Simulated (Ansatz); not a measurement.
# AlP+ (quartet): trial inputs and their diagnosis at distance Al1–P2 = 3.074 Å

4 inputs are run for AlP+ (quartet) as typed; the log has to tell whether the result can be used and what must change.

Computed with Ansatz 0.2.0, Gaussian basis. Level: the settings change from run to run.

25 further runs of the same task are left out: 6 for a known fault of the program, 12 that didn't finish, 7 set aside as unsound or not needed. Runs told in other sessions of the task aren't counted.

## 1. The geometry

The geometry derives from a PBE0/def2-TZVP stationary point (not a proven minimum). One bond is set to the value named and the two fragments are kept rigid.

2 atoms, charge 1, spin multiplicity 4.

Atoms are counted from 1 here; the program's logs count them from 0.

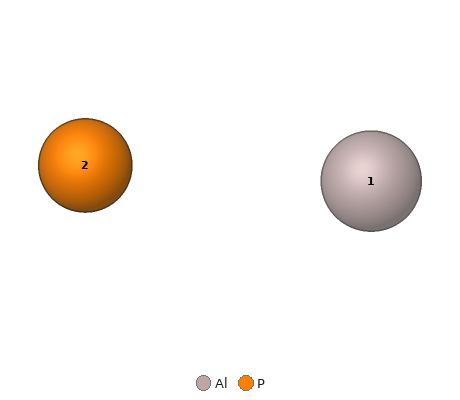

The structure; aluminium light grey, phosphorus orange; atoms are numbered from 1 in the order of the file.

Geometry (Å):

```xyz
2

Al    0.0000    0.0000    0.0000
P     0.0000    0.0000    3.0740
```

## 2. Try 1

Contents of in.yaml:

```yaml
crystal:
  periodic: [false, false, false]
  atoms:
    - {symbol: Al, position_ang: [0.000000, 0.000000, 0.000000]}
    - {symbol: P, position_ang: [0.000000, 0.000000, 3.074000]}
basis:
  gaussian: {orbitals: cc-pVDZ}
total_charge: 1
magnetization: {spin_polarized: false, initial_magnetization: 3}
correlation: {method: fic_mrcisd_q, electrons: outside_noble_gas, active_space: {window: {electrons: 5, orbitals: 5}, places: [1, 2]}}
scf: {lower_state_search: off}
```

On the command line:

```
$ ansatz run in.yaml --threads 1 --pin off --events-out ev --progress --plain --max-ram 2393MiB
```

What it wrote:

```text
Error: invalid value for `correlation.active_space`: name one of window, places and ras
```

It took 0.03 s on 1 thread of AMD EPYC 9R45, shared host.

**Diagnosis.** The run was refused. The active space is defined twice. To mend it, keep one definition.

## 3. Try 2

Contents of in.yaml:

```yaml
crystal:
  periodic: [false, false, false]
  atoms:
    - {symbol: Al, position_ang: [0.000000, 0.000000, 0.000000]}
    - {symbol: P, position_ang: [0.000000, 0.000000, 3.074000]}
basis:
  gaussian: {orbitals: def2-mTZVP}
total_charge: 1
magnetization: {spin_polarized: false, initial_magnetization: 3}
correlation: {active_space: {window: {electrons: 5, orbitals: 5}, states: [{multiplicity: 4, irrep: Sigma, weights: [1]}]}}
scf: {lower_state_search: off}
```

Launched as before.

What it wrote:

```text
Functional definition: HF
  name "HF"
  cite "Fock, Z. Phys. 61, 126 (1930) doi:10.1007/BF01340294"
  parent pbe
  exchange = exact_x
  correlation = 0
these checks for a lower state are left out or cut short: stability, starts, cluster_reference, orbital_swaps, neighbouring_geometries, increment
610 factors; integrals over basis functions are off by at most 1.5e-7 eV
mean field evaluation 1: about -15845.9626 eV, gradient 1.0e1 eV
mean field evaluation 2: about -15845.9867 eV, gradient 9.9e0 eV
mean field evaluation 4: about -15847.2935 eV, gradient 1.6e0 eV
mean field evaluation 8: about -15847.3684 eV, gradient 3.5e-1 eV
mean field evaluation 16: about -15847.3723 eV, gradient 1.1e-6 eV
mean field -15847.37227794 eV, -582.3801894794 hartree, gradient 1.4e-6 eV, S^2 3.750000; 0 other end points of the search recorded, 0 dependent functions left out
reference -15847.37227794 eV, -582.3801894794 hartree; 15, 12 occupied and 29, 32 virtual orbitals, 610 factors
Error: the irrep Sigma is not accepted for these orbitals, which take A1, B1, B2, A2, or 1 to 4
```

It took 0.15 s on 1 thread of AMD EPYC 9R45, shared host.

What is wrong: The run stopped with an error. The symmetry label isn't among those of the (sub)group in which the program labels its orbitals. Fix: name an irrep that the log lists.

## 4. Try 3

Contents of in.yaml:

```yaml
crystal:
  periodic: [false, false, false]
  atoms:
    - {symbol: Al, position_ang: [0.000000, 0.000000, 0.000000]}
    - {symbol: P, position_ang: [0.000000, 0.000000, 3.074000]}
basis:
  gaussian: {orbitals: def2-SVP}
total_charge: 1
magnetization: {spin_polarized: false, initial_magnetization: 3}
correlation: {method: fic_mrcisd_q, electrons: all}
scf: {lower_state_search: full}
output: {forces: true}
```

Same command.

What it wrote:

```text
Error: this correlation method needs an active space: name one as the reference
```

Run time: 0.03 s. Hardware: 1 thread of AMD EPYC 9R45, shared host.

**Diagnosis.** The run was refused. This method needs an active space and has none. Fix: add an active_space block.

## 5. Try 4

Contents of in.yaml:

```yaml
crystal:
  periodic: [false, false, false]
  atoms:
    - {symbol: Al, position_ang: [0.000000, 0.000000, 0.000000]}
    - {symbol: P, position_ang: [0.000000, 0.000000, 3.074000]}
basis:
  gaussian: {orbitals: cc-pVDZ}
total_charge: 1
magnetization: {spin_polarized: false, initial_magnetization: 3}
correlation: {method: fic_mrcisd_q, electrons: all}
accuracy: high
scf: {lower_state_search: light}
```

Same command.

What it wrote:

```text
Error: this correlation method needs an active space: name one as the reference
```

Wall time 0.03 s (1 thread of AMD EPYC 9R45, shared host).

What is wrong: The run was refused. This method needs an active space and has none. Fix: add an active_space block.

## 6. How the runs ended

| try | level | ended | cause | time |
| --- | --- | --- | --- | --- |
| 1 | MRCISD+Q(5,5)/cc-pVDZ | refused | the active space is defined twice | 0.03 s |
| 2 | CASSCF(5,5)/def2-mTZVP | stopped by an error | the symmetry label isn't among those of the (sub)group in which the program labels its orbitals | 0.15 s |
| 3 | 'fic_mrcisd_q'/def2-SVP | refused | this method needs an active space and has none | 0.03 s |
| 4 | 'fic_mrcisd_q'/cc-pVDZ | refused | this method needs an active space and has none | 0.03 s |

3 refused, 1 stopped by an error.
